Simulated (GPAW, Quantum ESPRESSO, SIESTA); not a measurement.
# Equation of state of fcc Al at PBE: programs compared

What equilibrium volume and bulk modulus does PBE give for fcc Al, and do programs with other bases and potentials agree?

Values are calculated unless marked as measured.

The experiments to compare with:

“The interpretation of polycrystalline coherent inelastic neutron scattering from aluminium” (2013, pmc:3831299) quotes from earlier work for Al, face-centred cubic (bulk crystal): bulk modulus 76.9 GPa [literature comparison value; Voigt average; temperature not stated].

“Honeycomb Boron on Al(111): From the Concept of Borophene to the Two-Dimensional Boride” (2021, pmc:8482755) quotes from earlier work for Al, fcc (bulk crystal): lattice constant a (cubic lattice parameter, quoted experimental value) 4.04958 Å [literature value quoted in the paper's theory part; measurement temperature not given].

**1. Set-up**

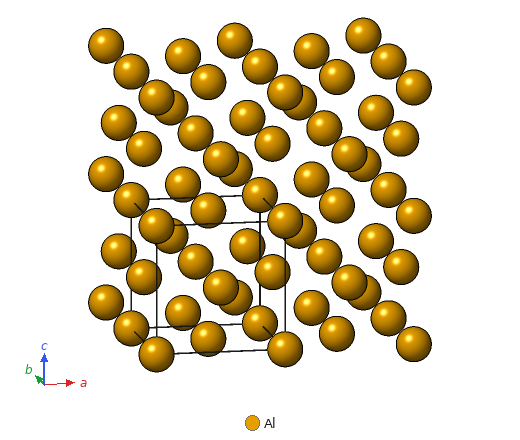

The structure nearest the reference's minimum (aluminium orange). 2×2×2 conventional cells are drawn. Some periodic images of atoms are drawn too.

The cell holds 1 atom (1 Al). It starts from typed lattice constants, and its volume is changed by -8 to +8 %. Symmetry fixes shape and atoms, so all levels solve the scaled cells as they are.

**2. One input**

Quantum ESPRESSO 7.5: Kohn-Sham DFT, PBE, GBRV 1.5 ultrasoft pseudopotentials, plane waves. Its pw.in for the cell at +0 %:

```
&control
  calculation = 'scf'
  pseudo_dir = './pseudo'
  outdir = './tmp'
  disk_io = 'none'
  tprnfor = .true.
  tstress = .true.
/
&system
  ibrav = 0
  nat = 1
  ntyp = 1
  ecutwfc = 45
  ecutrho = 270
  occupations = 'smearing'
  smearing = 'fd'
  degauss = 0.007350
/
&electrons
  conv_thr = 1.0e-08
  electron_maxstep = 100
  mixing_beta = 0.3
  mixing_mode = 'plain'
  diagonalization = 'david'
/
ATOMIC_SPECIES
Al 26.982 Al.upf
CELL_PARAMETERS angstrom
0.00000 2.02000 2.02000
2.02000 0.00000 2.02000
2.02000 2.02000 0.00000
ATOMIC_POSITIONS crystal
Al 0.00000 0.00000 0.00000
K_POINTS automatic
13 13 13 0 0 0
```

It took 1.9 s on 2 MPI ranks of Arm Neoverse V2, shared host; peak memory 0.16 GiB; 3.7 s of CPU time.

**3. The levels**

```
                level                      basis or training data  k-meshes  runs with an energy  CPU time  peak memory (GiB)
  QE, PBE (reference)  plane waves, GBRV 1.5 ultrasoft, 45/270 Ry  13×13×13               9 of 9      33 s               0.16
GPAW plane waves, PBE                    plane waves, PAW, 650 eV  13×13×13               9 of 9      76 s               0.31
      SIESTA DZP, PBE    DZP orbitals, shift 0.01 Ry, mesh 400 Ry  13×13×13               9 of 9     3 min               0.37
```

CPU times are sums over those runs, relaxations that stopped short among them, on a shared host, and rough.

**4. Energy and pressure**

Energy over each level's lowest row (meV an atom), then pressure (GPa):

| volume change (%) | volume (Å³/atom) | E, QE, PBE | E, GPAW plane waves, PBE | E, SIESTA DZP, PBE | P, QE, PBE | P, GPAW plane waves, PBE | P, SIESTA DZP, PBE |
| --- | --- | --- | --- | --- | --- | --- | --- |
| -8 | 15.166 | 29.89 | 31.38 | 26.61 | 7.85 | 8.10 | 7.37 |
| -6 | 15.496 | 16.15 | 17.16 | 13.87 | 5.54 | 5.75 | 5.12 |
| -4 | 15.825 | 6.89 | 7.50 | 5.51 | 3.48 | 3.66 | 3.07 |
| -2 | 16.155 | 1.66 | 1.93 | 1.06 | 1.64 | 1.78 | 1.33 |
| +0 | 16.485 | 0.00 | 0.00 | 0.00 | -0.01 | 0.11 | -0.24 |
| +2 | 16.815 | 1.54 | 1.32 | 2.00 | -1.47 | -1.37 | -1.64 |
| +4 | 17.144 | 5.92 | 5.52 | 6.77 | -2.78 | -2.70 | -2.94 |
| +6 | 17.474 | 12.84 | 12.30 | 13.99 | -3.94 | -3.87 | -4.01 |
| +8 | 17.804 | 22.00 | 21.36 | 23.28 | -4.97 | -4.92 | -5.01 |

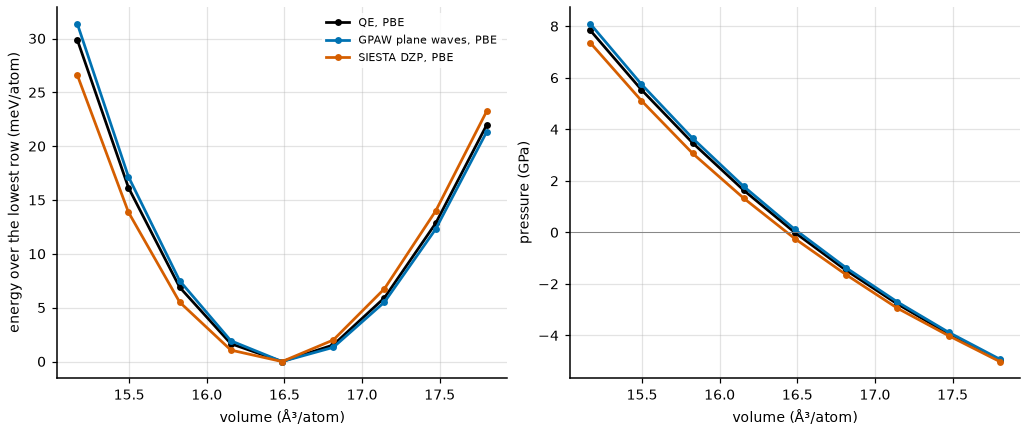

Energy and pressure against volume.

**5. Fits**

Third-order Birch–Murnaghan fits: the energy is a cubic in V^(−2/3), fitted to the energies of the rows that share one k-mesh, or through its derivative to the printed pressures. A tick marks the fit quoted below: that to energies where it misses by under 0.12 meV an atom, else that to pressures.

```
                level           fitted to  V0 (Å³/atom)  a (Å)  B0 (GPa)    B′    r.m.s. miss
              QE, PBE  energies, 9 rows ✓        16.485  4.040      77.4  4.74  0.00 meV/atom
              QE, PBE   pressures, 9 rows        16.483  4.040      77.4  4.73       0.00 GPa
GPAW plane waves, PBE  energies, 9 rows ✓        16.510  4.042      78.1  4.77  0.00 meV/atom
GPAW plane waves, PBE   pressures, 9 rows        16.509  4.042      78.0  4.76       0.00 GPa
      SIESTA DZP, PBE  energies, 9 rows ✓        16.426  4.035      75.7  4.84  0.02 meV/atom
      SIESTA DZP, PBE   pressures, 9 rows        16.428  4.035      75.7  4.88       0.02 GPa
```

**6. What came out**

From its energies, the reference gives V0 = 16.485 Å³ an atom (a = 4.040 Å), B0 = 77 GPa and B′ = 4.7. GPAW plane waves, PBE (energies) lies +0.15 % from it in volume and +0.9 % in bulk modulus. SIESTA DZP, PBE (energies) lies -0.36 % from it in volume and -2.2 % in bulk modulus. Where both fits stand, they agree on V0 within 0.3 %.

Comparison with the measured values:

| quantity | measured | QE, PBE | GPAW plane waves, PBE | SIESTA DZP, PBE |
| --- | --- | --- | --- | --- |
| bulk modulus (GPa) | 76.9 | 77 (+0.7 %) | 78 (+1.6 %) | 76 (-1.6 %) |
| lattice constant a (Å) | 4.04958 | 4.040 (-0.2 %) | 4.042 (-0.2 %) | 4.035 (-0.4 %) |

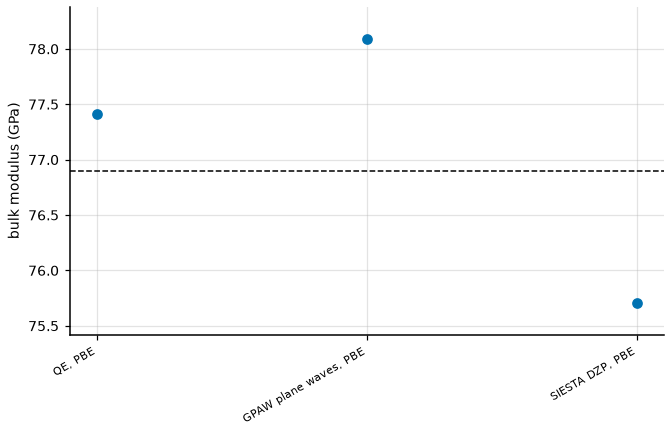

The bulk modulus by level; the dashed line is the measured value.

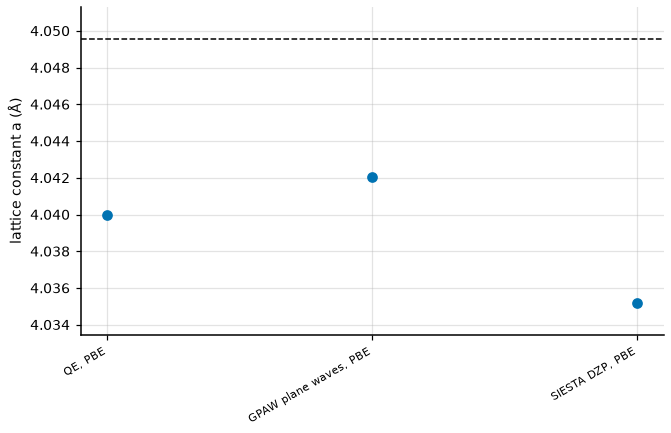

The lattice constant a by level; the dashed line is the measured value.

Measured values from pmc:3831299 (2013) and pmc:8482755 (2021).

**Against experiment.** The reference's bulk modulus lies +0.7 % from the measured 76.9 GPa, the other levels' -1.6 to +1.6 %. The reference's lattice constant a lies -0.2 % from the measured 4.04958 Å, the other levels' -0.4 to -0.2 %. The grades are ours: good and fair within 5 and 12 % for the bulk modulus and 0.7 and 1.5 % for the lattice constant a. Zero-point motion and thermal motion are not in the computed bulk modulus and lattice constants.

**Limits.** The nuclei are static, without zero-point or thermal motion. SIESTA's automatically made basis is far from complete, and its potentials were converted by us (checked for H, C, O, Si, Ge and Ca alone). The DFT runs use Fermi–Dirac occupations of width 0.1 eV, and energies are free energies.

[Logs are printed without paths, hosts, clocks, repeated set-up lines and the standing remarks that a program may print on its own settings, such as how far it seeks lower states.]

[Hosts, paths, dates, database ids (printed as entryN), source tags and the programs' standing remarks are cut or masked in the printed files.]
